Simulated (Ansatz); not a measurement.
WSi$_{2}$ (MoSi2 type, space group I4/mmm)

Space group I4/mmm (No. 139); a = 3.203 Å, b = 3.203 Å, c = 7.816 Å, α = 90.00°, β = 90.00°, γ = 90.00°

| atom | site | symmetry | x | y | z |
|---|---|---|---|---|---|
| W | 2a | 4/mmm | 0.0000 | 0.0000 | 0.0000 |
| Si | 4e | 4mm | 0.0000 | 0.0000 | 0.3345 |
(The calculation used a cell of 3 atoms; values per cell refer to that cell.)

Equation-of-state scan: isotropic scaling of the cell above, V₀ being its volume. The atoms relax within the cell's symmetry.

Level of theory: PBEsol (plane waves to 420 eV, PAW, scalar-relativistic; Ansatz, a program for electronic structure). k mesh 20×20×20 (Γ-centred), Fermi-Dirac smearing 0.05 eV. Energies are smeared free energies. With the shape held, the modulus is that of even scaling; a crystal free to change shape is softer. Spin-orbit coupling is left out, though W is heavy. The PAW data are Ansatz's earlier set. WSi2 is run without spin polarisation. WSi2 was relaxed with its symmetry unable to fall. ΔE is measured from the relaxed starting cell.

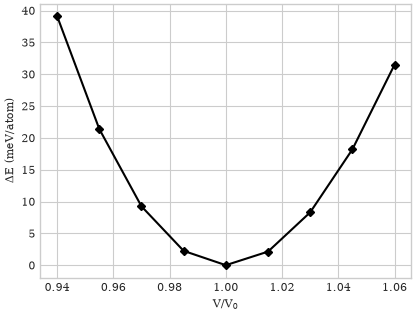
Figure: ΔE (meV/atom) against V/V₀; one marker a computed point.

### Question
What is ΔE at V/V₀ = 1.060?

### Answer
About 31 meV/atom.

### Question
What is ΔE at V/V₀ = 0.940?

### Answer
About 39 meV/atom.

### Question
What bulk modulus at fixed cell shape B₀ follows from a third-order Birch-Murnaghan fit?

### Answer
About 230 GPa.

(A scan under strain: stresses follow from slopes of the energy per volume, elastic moduli from its curvatures.)
